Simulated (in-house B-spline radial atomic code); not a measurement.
The Ca⁺ ion in the configuration [Ar] 4s1. Theory: Dirac-Hartree-Fock, average of configuration, Fermi nucleus, basis-set limit (computed with an in-house B-spline radial code).

```
Z = 20
electrons = 19.0
configuration = [Ar] 4s1
hamiltonian = dirac
method = hf
spin_polarised = False
nucleus = fermi
rms_radius = 3.4776
mass_number = 40
atomic_mass = 39.96259085
speed_of_light = 137.035999084
```

Wanted: the electron density ρ(r) on a logarithmic scale.

The density falls from 5600 electrons/bohr³ at the inner end (r = 0.0010 bohr) to 0.001 at r = 4.35 bohr, a common measure of the size of an atom or ion. The highest occupied orbital, 4s (⟨r⟩ = 3.71 bohr, −11.4 eV), is also the most diffuse and sets the fall-off far out: over the last part drawn ln ρ falls by 1.5 per bohr, against 2√(−2ε) = 1.8 for the pure exponential. The steps in the slope mark the shells; the radial density has its minima at 0.12 and 0.66 bohr.

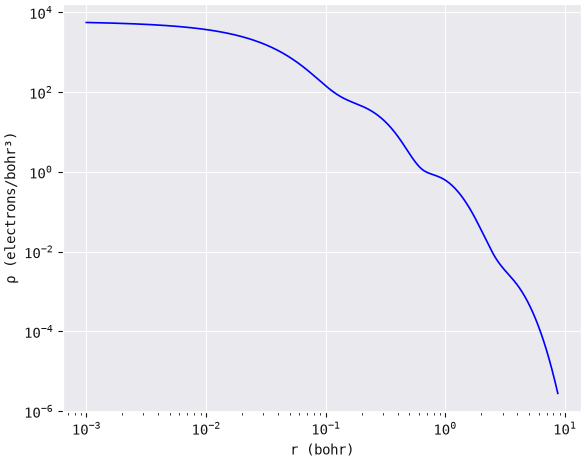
